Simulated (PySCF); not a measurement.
## A study: CH$_{8}$BNSi, SMILES `CB(N)[SiH3]`

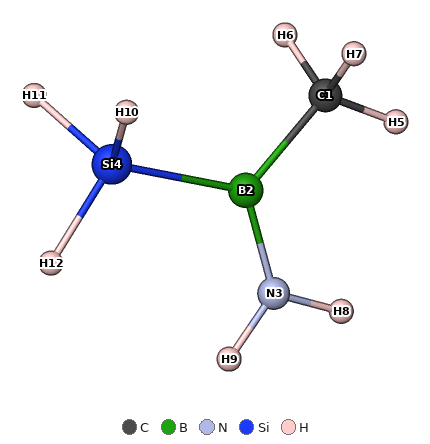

The molecule, with its atoms numbered as below. No frequency check shows the geometry to be a minimum.

Geometry (Å), atoms numbered from 1:

```
C1       1.4597    1.1849   -0.0001
B2       0.4995   -0.0827    0.0000
N3       1.0870   -1.3359    0.0001
Si4     -1.4580    0.0963    0.0001
H5       2.5197    0.9315   -0.0106
H6       1.2696    1.8215   -0.8638
H7       1.2843    1.8090    0.8759
H8       2.0849   -1.4859   -0.0013
H9       0.5723   -2.2018    0.0012
H10     -2.0023    0.8575    1.1381
H11     -2.0066    0.7702   -1.1900
H12     -2.1744   -1.1947    0.0490
```

### 1. Bonding charge

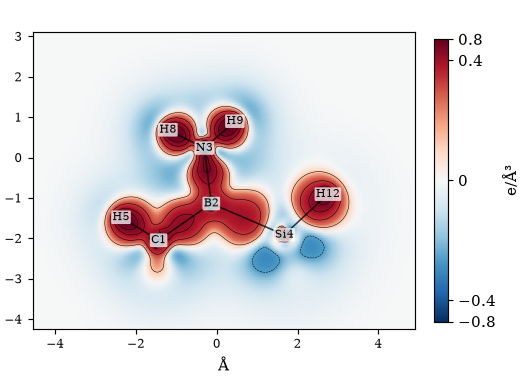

Deformation density (molecule less spherical, spin-averaged free atoms) in a plane through 8 of the atoms; colour scale in e/Å³, logarithmic beyond ±0.1; red: gain, blue: loss.

Computed with PySCF, CAM-B3LYP/6-311+G**, geometry: GFN2-xTB.

> Describe the bonding that the map shows.

N3–H9: +0.86 e/Å³ at the bond critical point (bond length 1.01 Å). N3–H8: +0.84 e/Å³ at the bond critical point (bond length 1.01 Å). C1–H5: +0.66 e/Å³ at the bond critical point (bond length 1.09 Å). C1–B2: +0.40 e/Å³ at the bond critical point (bond length 1.59 Å). B2–N3: +0.39 e/Å³ at the bond critical point (bond length 1.38 Å). B2–Si4: +0.25 e/Å³ at the bond critical point (bond length 1.97 Å). Si4–H12: +0.18 e/Å³ at the bond critical point (bond length 1.48 Å). In all, 2.9 electrons gather in the regions of gain relative to the promolecule.

### 2. Bond critical points

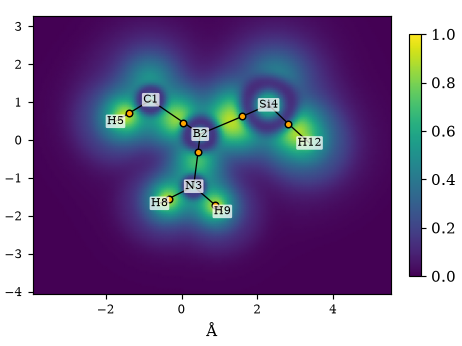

Localised orbital locator (LOL) in a plane through 8 of the atoms, with bond paths and bond critical points (dots).

> Rank the bonds in the plane by LOL at their critical points.

N3–H9: about 0.90; N3–H8: about 0.90; C1–H5: about 0.87; C1–B2: about 0.59; B2–Si4: about 0.50; Si4–H12: about 0.38; B2–N3: about 0.38. Values above 0.5 mark slow, localised electrons, as in shared pairs; low values at a critical point mark a polar or closed-shell contact whose critical point lies between the shells.

> Where along N3–H9 does the critical point lie?

0.74 Å from N3 and 0.27 Å from H9.

### 3. Local ionisation energy

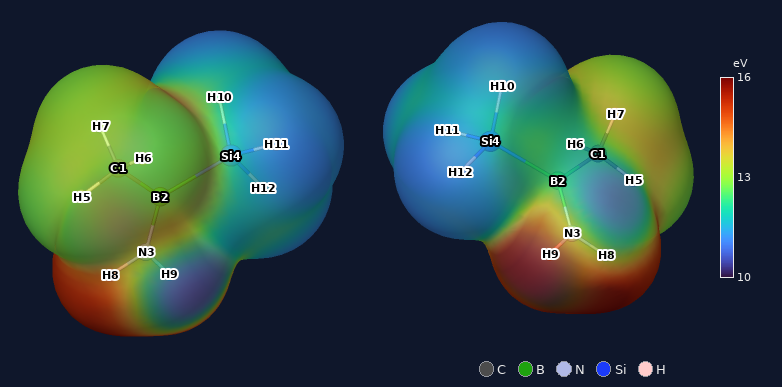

Average local ionisation energy on the surface of electron density 0.001 a.u. (back view left, front view right).

> Locate the minima of the map.

The lowest value is 10.9 eV, over N3, off the plane of its three bonds (2.1 Å), and at like points elsewhere. Further minima include 11.0 eV, 1.5 Å from H12; 12.7 eV, 1.4 Å from H5. For comparison, the highest occupied orbital lies at −9.3 eV.

> What volume does the surface enclose, and what is the dipole moment?

About 127 Å³; the dipole moment is 2.4 D.

### 4. Excited states

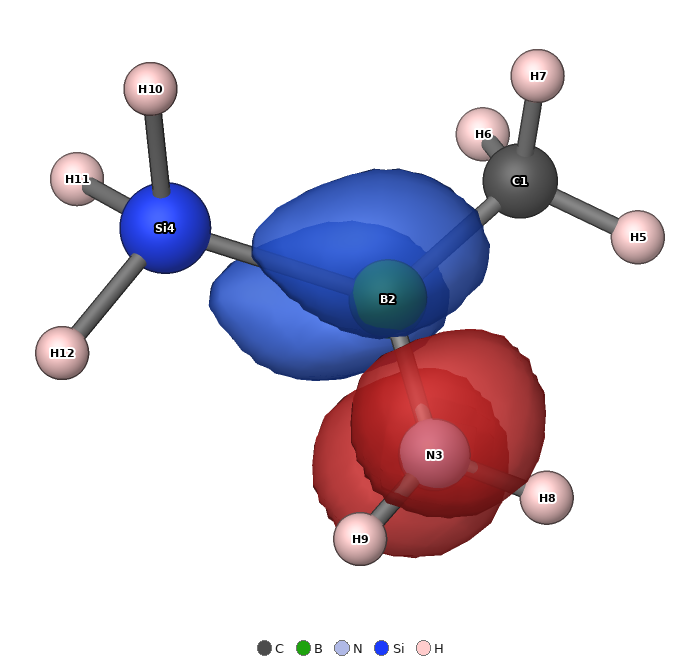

Unrelaxed difference density of T₂ less the ground state (full linear response triplet states), ±0.04 e/Å³; blue: gain, red: loss.

PySCF calculation, PBE0/6-311+G**, gas phase; geometry: GFN2-xTB.

> How does the charge move on excitation?

0.64 e is displaced in all, of which about 0.5 e passes between atoms: N3 (0.46 e) loses electrons and B2 (0.26 e) and Si4 (0.14 e) gain them. The state: 5.65 eV (220 nm), spin-forbidden from the singlet ground state; the leading pair carries 99 %; hole on N3 (65 %), B2 (16 %) and H8 and H9 (5 % each), electron on B2 (42 %), N3 (19 %) and Si4 (17 %); their centroids lie 1.1 Å apart.

### 5. Removing or adding an electron

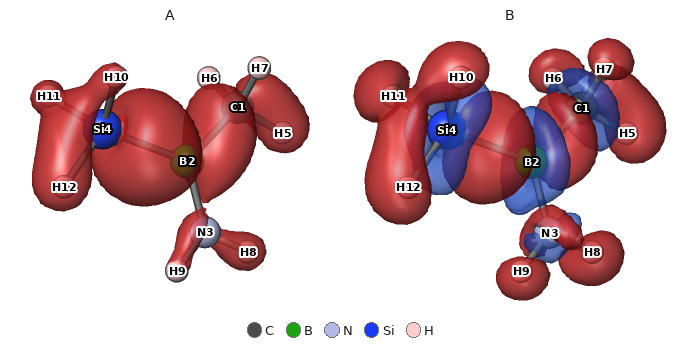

The Fukui function f⁻ from two separate SCF calculations and the density of the HOMO, at ±0.02 e/Å³ (red positive, blue negative).

Computed with PySCF, CAM-B3LYP/def2-SVPD, geometry: GFN2-xTB.

> Which panel is which, and how good is the frozen-orbital picture?

B is f⁻ (it has negative regions), A the HOMO density. The HOMO lies on Si4 (32 %), B2 (29 %) and C1 (15 %); f⁻ (Hirshfeld-condensed) is largest on Si4 (0.21) and B2 (0.13); the vertical ionisation energy is 10.12 eV (the stability of the cation's solution wasn't checked). Relaxation shifts 31 % of the electron between atoms. The orbital energy is −9.31 eV.
